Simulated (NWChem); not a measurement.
# C6H2I2OS (SMILES O=C1C(I)=CC(=S)C=C1I): levels of theory compared

We compute a comparison of 3 runs (HF/STO-3G, HF/3-21G, TPSS/def2-SVP) of C6H2I2OS. 

The calculation is run with NWChem 7.3.0.

1 further run of the same task is left out (set aside as unsound or not needed).

### 1 Starting point

The species is C6H2I2OS (12 atoms), meant as a singlet with charge 0. SMILES: `O=C1C(I)=CC(=S)C=C1I`. Geometry: relaxed at GFN2-xTB.

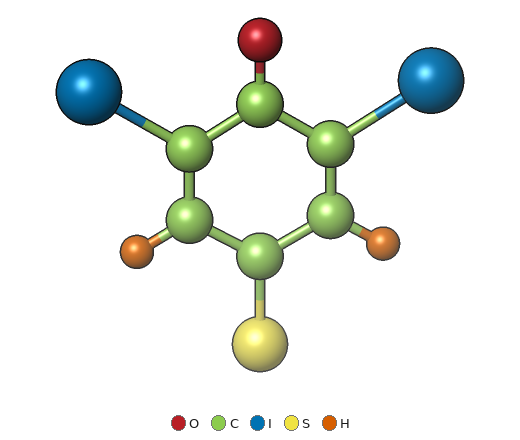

The structure, seen from a chosen angle (oxygen red, carbon green, iodine blue, sulfur yellow, hydrogen orange).

### 2 Energy and forces at HF/STO-3G (run 1)

Contents of mol.nw:

```
start mol
title "C6H2I2OS"
memory stack 1160 mb heap 290 mb global 1450 mb
geometry units bohr noautosym nocenter noautoz
O    0.00000000   4.93955512   0.00000000
C    0.00000000   2.65319438   0.00000000
C    2.33141181   1.14224496   0.00000000
I    5.65094252   3.28784000   0.00000000
C    2.32812369  -1.40255473   0.00000000
C    0.00000000  -2.78201701   0.00000000
S    0.00000000  -5.91573094   0.00000000
C   -2.32812369  -1.40255473   0.00000000
C   -2.33141181   1.14224496   0.00000000
I   -5.65094252   3.28784000   0.00000000
H    4.06481979  -2.47501210   0.00000000
H   -4.06481979  -2.47501210   0.00000000
end
basis spherical bse
* library STO-3G
end
scf
thresh 1e-08
maxiter 80
print low
end
task scf gradient
```

On the command line:

```bash
$ nwchem mol.nw > mol.out
```

Standard output:

```text
[...]
  functions       =   100
[...]
  wavefunction    = RHF
[...]
         Total SCF energy = -14393.901294278414
      One-electron energy = -22901.126066230354
      Two-electron energy =   6971.731437413664
 Nuclear repulsion energy =   1535.493334538276
        Time for solution =     69.7s
[...]
                         RHF ENERGY GRADIENTS
    atom               coordinates                        gradient
                 x          y          z           x          y          z
   1 O       0.000000   4.939555   0.000000   -0.000000  -0.040471  -0.000000
   2 C       0.000000   2.653194   0.000000    0.000000   0.017077   0.000000
   3 C       2.331412   1.142245   0.000000   -0.045675   0.030131   0.000000
   4 I       5.650943   3.287840   0.000000   -0.000656   0.004476   0.000000
   5 C       2.328124  -1.402555   0.000000   -0.020663  -0.052621  -0.000000
   6 C       0.000000  -2.782017   0.000000   -0.000000   0.101905   0.000000
   7 S       0.000000  -5.915731   0.000000    0.000000  -0.043910  -0.000000
   8 C      -2.328124  -1.402555   0.000000    0.020663  -0.052621   0.000000
   9 C      -2.331412   1.142245   0.000000    0.045675   0.030131  -0.000000
  10 I      -5.650943   3.287840   0.000000    0.000656   0.004476  -0.000000
  11 H       4.064820  -2.475012   0.000000   -0.003144   0.000714  -0.000000
[...]
```

Wall time 82 s (1 thread of Intel Xeon Platinum 8259CL at 2.50GHz (Skylake/Cascade Lake), shared host); peak memory 0.1 GiB.

### 3 Energy and gradient at HF/3-21G (run 2)

Contents of c6h2i2os.xyz:

```xyz
12
C6H2I2OS gradient
O      0.000000     2.613900     0.000000
C      0.000000     1.404010     0.000000
C      1.233730     0.604450     0.000000
I      2.990350     1.739850     0.000000
C      1.231990    -0.742200     0.000000
C      0.000000    -1.472180     0.000000
S      0.000000    -3.130470     0.000000
C     -1.231990    -0.742200     0.000000
C     -1.233730     0.604450     0.000000
I     -2.990350     1.739850     0.000000
H      2.151010    -1.309720     0.000000
H     -2.151010    -1.309720     0.000000
```

Contents of c6h2i2os.nw:

```
start c6h2i2os
title "C6H2I2OS gradient"
memory stack 1160 mb heap 290 mb global 1450 mb

geometry noautosym nocenter noautoz
   load format xyz c6h2i2os.xyz
end

basis "ao basis" spherical bse
   O library 3-21G
   C library 3-21G
   I library 3-21G
   S library 3-21G
   H library 3-21G
end

scf
   thresh 1e-08
   maxiter 80
   noprint "final vectors analysis"
end

task scf gradient
```

On the command line:

```bash
$ nwchem c6h2i2os.nw > c6h2i2os.out
```

Standard output:

```text
[...]
  functions       =   142
[...]
  wavefunction    = RHF
[...]
         Total SCF energy = -14471.658867359783
      One-electron energy = -22971.376128228527
      Two-electron energy =   6964.223815109839
 Nuclear repulsion energy =   1535.493445758904
        Time for solution =     72.8s
[...]
                         RHF ENERGY GRADIENTS
    atom               coordinates                        gradient
                 x          y          z           x          y          z
   1 O       0.000000   4.939555   0.000000    0.000000   0.001442   0.000000
   2 C       0.000000   2.653194   0.000000    0.000000   0.003043  -0.000000
   3 C       2.331412   1.142245   0.000000   -0.008111   0.026661   0.000000
   4 I       5.650942   3.287840   0.000000   -0.013351  -0.002356  -0.000000
   5 C       2.328124  -1.402555   0.000000   -0.015887  -0.034229  -0.000000
   6 C       0.000000  -2.782017   0.000000    0.000000   0.014894   0.000000
   7 S       0.000000  -5.915731   0.000000   -0.000000   0.010230   0.000000
   8 C      -2.328124  -1.402555   0.000000    0.015887  -0.034229   0.000000
   9 C      -2.331412   1.142245   0.000000    0.008111   0.026661  -0.000000
  10 I      -5.650942   3.287840   0.000000    0.013351  -0.002356   0.000000
  11 H       4.064819  -2.475012   0.000000    0.007354  -0.004881  -0.000000
[...]
```

It took 87 s on 1 thread of Intel Xeon Platinum 8259CL at 2.50GHz (Skylake/Cascade Lake), shared host; peak memory 0.1 GiB.

### 4 Energy and gradient at TPSS/def2-SVP (core potential) (run 3)

Contents of c6h2i2os.nw:

```
start c6h2i2os
memory total 2900 mb
geometry noautosym nocenter noautoz
 O        0.000000       2.613900       0.000000
 C        0.000000       1.404010       0.000000
 C        1.233730       0.604450       0.000000
 I        2.990350       1.739850       0.000000
 C        1.231990      -0.742200       0.000000
 C        0.000000      -1.472180       0.000000
 S        0.000000      -3.130470       0.000000
 C       -1.231990      -0.742200       0.000000
 C       -1.233730       0.604450       0.000000
 I       -2.990350       1.739850       0.000000
 H        2.151010      -1.309720       0.000000
 H       -2.151010      -1.309720       0.000000
end
basis spherical bse
 * library def2-SVP
end
ecp bse
 I library def2-SVP
end
dft
 xc xtpss03 ctpss03
 mult 1
 grid fine
 convergence energy 1e-08
 iterations 100
 mulliken
end
task dft gradient
```

On the command line:

```bash
$ nwchem c6h2i2os.nw > c6h2i2os.out
```

Standard output:

```text
[...]
          Wavefunction type:  closed shell.
          No. of atoms     :    12
          No. of electrons :   112
[...]
          Charge           :     0
          Spin multiplicity:     1
[...]
          AO basis - number of functions:   178
[...]
              XC Information
              --------------
                  TPSS metaGGA Exchange Functional  1.000
             TPSS03 metaGGA Correlation Functional  1.000
[...]
 d= 0,ls=0.0,diis     1  -1297.8589933143 -2.15D+03  3.23D-02  1.93D+00    16.6
[...]
 d= 0,ls=0.5,diis    34  -1298.1192731977 -9.69D-09  5.92D-07  5.22D-08   484.4
         Total DFT energy =    -1298.119273205170
      One electron energy =    -3688.032568602318
           Coulomb energy =     1652.909174760096
    Exchange-Corr. energy =     -111.845311116059
 Nuclear repulsion energy =      848.849431753111
[...]
      Total Density - Mulliken Population Analysis
     ---------------------------------------------
    Atom       Charge   Shell Charges
 -----------   ------   -------------------------------------------------------
    1 O    8     8.13   1.99  1.12  0.65  2.81  1.54  0.02
    2 C    6     5.76   1.99  0.96  0.09  2.05  0.58  0.10
    3 C    6     6.22   1.99  0.97  0.15  2.02  1.06  0.04
    4 I   25    24.86   0.22  1.83  1.35  0.57  3.11  2.94  2.60  2.20  9.78  0.26
    5 C    6     5.91   1.99  0.92  0.38  2.10  0.49  0.04
    6 C    6     6.09   1.99  0.98  0.09  2.05  0.93  0.05
    7 S   16    16.06   2.00  1.99  1.26  0.70  5.92  1.79  2.35  0.06
    8 C    6     5.91   1.99  0.92  0.38  2.10  0.49  0.04
    9 C    6     6.22   1.99  0.97  0.15  2.02  1.06  0.04
   10 I   25    24.86   0.22  1.83  1.35  0.57  3.11  2.94  2.60  2.20  9.78  0.26
[...]
  wavefunction    = closed shell
[...]
```

Wall time 9.1 min (1 thread of Intel Xeon Platinum 8259CL at 2.50GHz (Skylake/Cascade Lake), shared host); peak memory 0.16 GiB.

### 5 The series

| run | level | iteration cap | module | energy (Eh) | largest force (eV/Å) | wall time |
| --- | --- | --- | --- | --- | --- | --- |
| 1 | HF/STO-3G | 80 | scf | -14393.901294 | 5.240 | 82 s |
| 2 | HF/3-21G | 80 | scf | -14471.658867 | 1.940 | 87 s |
| 3 | TPSS/def2-SVP (core potential) | 100 | dft | -1298.119273 | 1.381 | 9.1 min |

### 6 Outcome

```
                       quantity           value
            run 3: total energy  -1298.11927 Eh
           run 3: dipole moment          0.63 D
             run 3: HOMO energy        -5.93 eV
             run 3: LUMO energy        -4.93 eV
           run 3: HOMO–LUMO gap         1.00 eV
run 3: largest force on an atom      1.381 eV/Å
```

**Reading.** Some runs of one species differ in core potentials or relativity; totals across that change don't compare. In run 1 the basis is minimal, so the values are rough. In runs 1, 2 relativity is left out where basis or elements ask for it. All runs together took 12 min, the longest 9.1 min.
